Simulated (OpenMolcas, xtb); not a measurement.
# A ladder of methods for GeH2ClO (SMILES [O][GeH2][Cl])

GeH2ClO: 5 atoms, total charge 0, spin state doublet. As SMILES, `[O][GeH2][Cl]`. Geometry: relaxed at PBE0-D4/def2-TZVP.

Each level gives the electronic atomisation energy (eV). The values are calculated. Electronic energies at fixed atoms, without zero-point motion or spin-orbit coupling.

```
            level             kind     program  value (eV)
         GFN1-xTB   semi-empirical         xtb       21.88
    UHF/def2-SVPD     Hartree–Fock  OpenMolcas        9.17
 USVWN5/def2-SVPD              LDA  OpenMolcas       15.57
  UBLYP/def2-SVPD              GGA  OpenMolcas       12.96
   UPBE/def2-SVPD              GGA  OpenMolcas       13.41
  UTPSS/def2-SVPD         meta-GGA  OpenMolcas       13.51
UM06-2X/def2-SVPD  hybrid meta-GGA  OpenMolcas       13.10
```

All-electron rows without a relativistic Hamiltonian named are non-relativistic. The values span 9.17 to 21.88 eV. The xTB rows lack spin polarisation, so open shells miss the exchange term that lowers them.

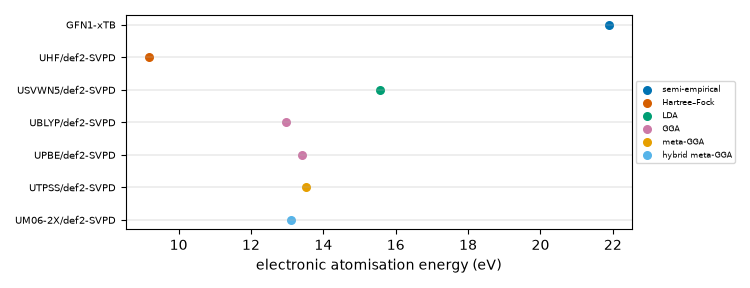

The values of the table, level by level.
